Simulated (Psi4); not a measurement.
# HSE06/6-311+G(d,p) run of CH5BCl− (SMILES C[BH2-]Cl)

What is the vertical ionisation energy of CH5BCl− at HSE06/6-311+G**? 

The results are computed with Psi4 1.11.

1 further run of the same task is left out (set aside as unsound or not needed).

### 1 The system as given

The species is CH5BCl− (8 atoms), meant as a singlet with charge -1. SMILES: `C[BH2-]Cl`. The shape is that of a GFN2-xTB optimisation.

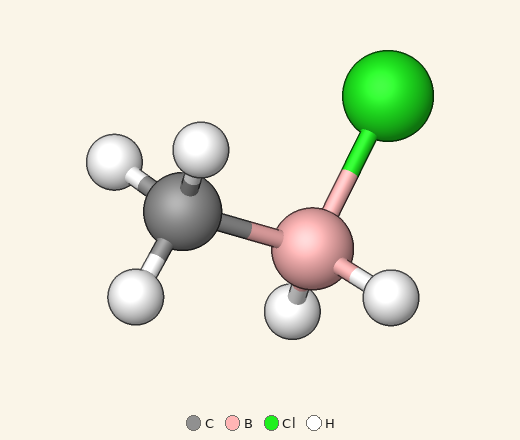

The structure, seen from a chosen angle (carbon grey, boron pink, chlorine green, hydrogen white).

### 2 Energy and forces at HSE06/6-311+G(d,p)

Input file job.json:

```json
{
 "schema_name": "qcschema_input",
 "schema_version": 1,
 "molecule": {
  "schema_name": "qcschema_molecule",
  "schema_version": 2,
  "symbols": ["C", "B", "Cl", "H", "H", "H", "H", "H"],
  "geometry": [-0.47396221, 1.53674418, -0.21951059, 0.085529, -1.47377851, 0.13570123, 3.57398233, -1.86251407, 0.87475422, -0.03412845, 2.62286427, 1.47975004, 0.61837508, 2.36075926, -1.7649853, -2.47191295, 1.85374574, -0.6471934, -1.02287096, -2.3701323, 1.92069874, -0.27501184, -2.66768858, -1.77919604],
  "molecular_charge": -1,
  "molecular_multiplicity": 1,
  "fix_symmetry": "c1",
  "fix_com": true,
  "fix_orientation": true
 },
 "driver": "gradient",
 "model": {
  "method": "hse06",
  "basis": "6-311+G**"
 },
 "keywords": {
  "reference": "rks",
  "puream": true,
  "e_convergence": 1e-09,
  "d_convergence": 1e-08,
  "scf_type": "pk",
  "dft_radial_points": 99,
  "dft_spherical_points": 590
 }
}
```

Launch:

```
$ psi4 --qcschema job.json -n 1 --memory 1600MB
```

stdout:

```text
[...]
  Running in c1 symmetry.
[...]
  Nuclear repulsion =   89.231483681052993
[...]
  Multiplicity = 1
[...]
  Nalpha       = 17
  Nbeta        = 17
[...]
    Number of basis functions: 104
[...]
   @RKS iter   1:  -525.55816110812702   -1.79490e-01   9.00177e-03 ADIIS/DIIS
[...]
   @RKS iter  12:  -526.06159655522811    0.00000e+00   1.19466e-09 DIIS
[...]
    Orbital Energies [Eh]
    ---------------------
    Doubly Occupied:
       1A   -101.469610     2A     -9.985936     3A     -9.274584
       4A     -7.006299     5A     -7.001792     6A     -7.001681
       7A     -6.528043     8A     -0.591963     9A     -0.498487
      10A     -0.278414    11A     -0.210792    12A     -0.210230
      13A     -0.132577    14A     -0.127470    15A     -0.122349
      16A     -0.064143    17A     -0.056802
[...]
  @RKS Final Energy:  -526.06159655522811
   => Energetics <=
    Nuclear Repulsion Energy =             89.2314836810529926
    One-Electron Energy =                -907.6500613049822732
    Two-Electron Energy =                 322.8519900985020854
    DFT Exchange-Correlation Energy =     -30.4950090298008831
    Empirical Dispersion Energy =           0.0000000000000000
    VV10 Nonlocal Energy =                  0.0000000000000000
    Total Energy =                       -526.0615965552281068
[...]
 Multipole Moments:
 ------------------------------------------------------------------------------------
     Multipole            Electronic (a.u.)      Nuclear  (a.u.)        Total (a.u.)
 ------------------------------------------------------------------------------------
 L = 1.  Multiply by 2.5417464519 to convert [e a0] to [Debye]
 Dipole X            :        -56.5634392           55.1560222           -1.4074170
 Dipole Y            :         29.4179914          -28.0116183            1.4063731
 Dipole Z            :        -13.8395759           13.4413384           -0.3982375
 Magnitude           :                                                    2.0291134
[...]
  -Total Gradient:
     Atom            X                  Y                   Z
    ------   -----------------  -----------------  -----------------
       1        0.001188229157     0.007333579108    -0.000314009209
       2        0.008152929714    -0.011474553508     0.002661710314
       3       -0.019090199816     0.002902203139    -0.004059578063
       4       -0.000985306057    -0.001865353499    -0.004016927704
       5       -0.002524028746    -0.001269340123     0.003551921451
       6        0.004840465132    -0.001250556146     0.001068868445
       7        0.005264851440     0.002455756020    -0.004354456610
       8        0.003154224228     0.003171856579     0.005462402997
[...]
```

The result, in JSON:

```text
{
 "driver": "gradient",
 "model": {
  "method": "hse06",
  "basis": "6-311+G**"
 },
 "success": true,
 "return_result": [0.0011882291565293926, 0.007333579107788271, -0.0003140092091987231, 0.008152929714051868, -0.01147455350769181, 0.0026617103140359156, -0.01909019981611936, 0.0029022031394680507, -0.004059578063300061, -0.0009853060574376502, -0.0018653534994781396, -0.004016927704182438, -0.0025240287461336386, -0.0012693401232483636, 0.003551921450710538, 0.004840465132050609, -0.0012505561458673181, 0.0010688684454855518, 0.0052648514395032195, 0.002455756019853955, -0.004354456609882984, 0.0031542242277376523, 0.0031718565792926423, 0.005462402996501525],
 "properties": {
  "calcinfo_nbasis": 104,
  "calcinfo_nmo": 104,
  "calcinfo_nalpha": 17,
  "calcinfo_nbeta": 17,
  "calcinfo_natom": 8,
  "nuclear_repulsion_energy": 89.23148368105299,
  "return_energy": -526.0615965552281,
  "return_gradient": [0.0011882291565293926, 0.007333579107788271, -0.0003140092091987231, 0.008152929714051868, -0.01147455350769181, 0.0026617103140359156, -0.01909019981611936, 0.0029022031394680507, -0.004059578063300061, -0.0009853060574376502, -0.0018653534994781396, -0.004016927704182438, -0.0025240287461336386, -0.0012693401232483636, 0.003551921450710538, 0.004840465132050609, -0.0012505561458673181, 0.0010688684454855518, 0.0052648514395032195, 0.002455756019853955, -0.004354456609882984, 0.0031542242277376523, 0.0031718565792926423, 0.005462402996501525],
  "scf_one_electron_energy": -907.6500613049823,
  "scf_two_electron_energy": 322.8519900985021,
  "scf_xc_energy": -30.495009029800883,
  "scf_dipole_moment": [-1.4074169547088857, 1.4063731476192807, -0.3982374749831692],
  "scf_total_energy": -526.0615965552281,
  "scf_total_gradient": [0.0011882291565293926, 0.007333579107788271, -0.0003140092091987231, 0.008152929714051868, -0.01147455350769181, 0.0026617103140359156, -0.01909019981611936, 0.0029022031394680507, -0.004059578063300061, -0.0009853060574376502, -0.0018653534994781396, -0.004016927704182438, -0.0025240287461336386, -0.0012693401232483636, 0.003551921450710538, 0.004840465132050609, -0.0012505561458673181, 0.0010688684454855518, 0.0052648514395032195, 0.002455756019853955, -0.004354456609882984, 0.0031542242277376523, 0.0031718565792926423, 0.005462402996501525],
  "scf_iterations": 12
 }
}
```

Run time: 89 s. Hardware: 1 thread of Intel Xeon Platinum 8259CL at 2.50GHz (Skylake/Cascade Lake), shared host; peak memory 0.8 GiB.

### 3 Doublet neutral CH5BCl: a single-point energy at UHSE06/6-311+G(d,p)

Input file ch5bcl.xyz:

```xyz
8
CH5BCl
C     -0.250810     0.813210    -0.116160
B      0.045260    -0.779890     0.071810
Cl     1.891270    -0.985600     0.462900
H     -0.018060     1.387960     0.783050
H      0.327230     1.249260    -0.933990
H     -1.308080     0.980960    -0.342480
H     -0.541280    -1.254220     1.016390
H     -0.145530    -1.411680    -0.941510
```

Input file run.py:

```python
import numpy as np
from ase.calculators.psi4 import Psi4
from ase.io import read

mol = read('ch5bcl.xyz')
calc = Psi4(atoms=mol, method='hse06', basis='6-311+G**', memory='1600MB', num_threads=1, charge=0, multiplicity=2, label='ch5bcl', reference='uks')
calc.psi4.set_options({'puream': True, 'e_convergence': 1e-09, 'd_convergence': 1e-08, 'scf_type': 'pk', 'dft_radial_points': 99, 'dft_spherical_points': 590, 'maxiter': 200})
mol.calc = calc

print(f'energy: {mol.get_potential_energy():.6f} eV')
```

Launch:

```
$ python run.py
```

ch5bcl.dat:

```text
[...]
  Running in c1 symmetry.
[...]
  Nuclear repulsion =   89.231483692041124
[...]
  Multiplicity = 2
[...]
  Nalpha       = 17
  Nbeta        = 16
[...]
    Number of basis functions: 104
[...]
   @UKS iter   1:  -525.42559302074380   -4.69216e-02   8.77686e-03 DIIS/ADIIS
[...]
   @UKS iter  19:  -525.90959836911668   -6.21071e-10   1.03191e-09 DIIS
[...]
   @S^2 Observed:                7.548714182E-01
[...]
    Orbital Energies [Eh]
    ---------------------
    Alpha Occupied:
       1A   -101.751892     2A    -10.176573     3A     -9.554385
       4A     -7.290407     5A     -7.283446     6A     -7.278171
       7A     -6.784052     8A     -0.862950     9A     -0.695320
      10A     -0.536175    11A     -0.436503    12A     -0.418728
      13A     -0.375635    14A     -0.368381    15A     -0.358590
      16A     -0.333430    17A     -0.299824
    Alpha Virtual:
      18A     -0.001274    19A      0.012651    20A      0.023228
      21A      0.028615    22A      0.056359    23A      0.066663
      24A      0.073596    25A      0.077988    26A      0.090253
[...]
  @UKS Final Energy:  -525.90959836911668
   => Energetics <=
    Nuclear Repulsion Energy =             89.2314836920411238
    One-Electron Energy =                -899.5459290445326133
    Two-Electron Energy =                 314.6495829497978320
    DFT Exchange-Correlation Energy =     -30.2447359664230184
    Empirical Dispersion Energy =           0.0000000000000000
    VV10 Nonlocal Energy =                  0.0000000000000000
    Total Energy =                       -525.9095983691166794
[...]
 Multipole Moments:
 ------------------------------------------------------------------------------------
     Multipole            Electronic (a.u.)      Nuclear  (a.u.)        Total (a.u.)
 ------------------------------------------------------------------------------------
 L = 1.  Multiply by 2.5417464519 to convert [e a0] to [Debye]
 Dipole X            :          5.9962888           -6.1242231           -0.1279343
 Dipole Y            :         -4.0386209            3.9847313           -0.0538895
 Dipole Z            :          1.5414394           -1.5626761           -0.0212366
 Magnitude           :                                                    0.1404360
[...]
```

Standard output:

```text
energy: -14310.729095 eV
```

Wall time 2.2 min (1 thread of Intel Xeon Platinum 8259CL at 2.50GHz (Skylake/Cascade Lake), shared host); peak memory 0.81 GiB.

### 4 Results

At HSE06/6-311+G**:

| quantity | value |
| --- | --- |
| singlet CH5BCl−: total energy | -526.06160 Eh |
| singlet CH5BCl−: HOMO energy | -1.55 eV |
| singlet CH5BCl−: LUMO energy | 3.58 eV |
| singlet CH5BCl−: HOMO–LUMO gap (to an unbound level, set by the basis) | 5.12 eV |
| singlet CH5BCl−: largest force on an atom | 1.015 eV/Å |
| doublet neutral CH5BCl: total energy | -525.90960 Eh |
| doublet neutral CH5BCl: dipole moment | 0.36 D |
| doublet neutral CH5BCl: HOMO energy (highest over α and β) | -7.94 eV |
| doublet neutral CH5BCl: LUMO energy (lowest over α and β) | -6.76 eV |
| doublet neutral CH5BCl: ⟨S²⟩ | 0.755 |
| vertical detachment energy (to the doublet neutral) | 4.136 eV |

What this shows: The vertical ionisation energy comes to 4.14 eV (95 kcal/mol). The largest force (singlet CH5BCl−) is 1.01 eV/Å: the shape isn't a stationary point for this species at this level. −ε(HOMO) before ionisation, 1.55 eV, is 2.59 eV below this ionisation energy.
